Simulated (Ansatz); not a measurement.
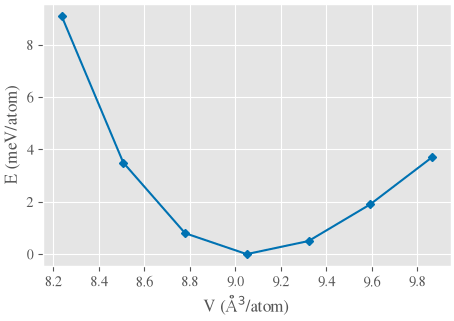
*B2O in space group P-3m1 (No. 164; B on 2c, B on 2d, O on 2d) under volume change, PBE+D3(BJ) in the plane-wave PAW code Ansatz, shape and atoms relaxed at each volume.*

What does a third-order Birch–Murnaghan fit give for V₀, B₀ and B′?

V₀ = 9.06 Å³/atom, B₀ = 25.8 GPa, B′ = 12.8.

The workflow started from an entry of the Crystallography Open Database (COD). Its standing as an ambient phase is unchecked. Symmetry was held in the PBE+D3(BJ) relaxation; whether a distortion lowers the energy is not shown.

Potentials: the later of the program's two PAW sets.
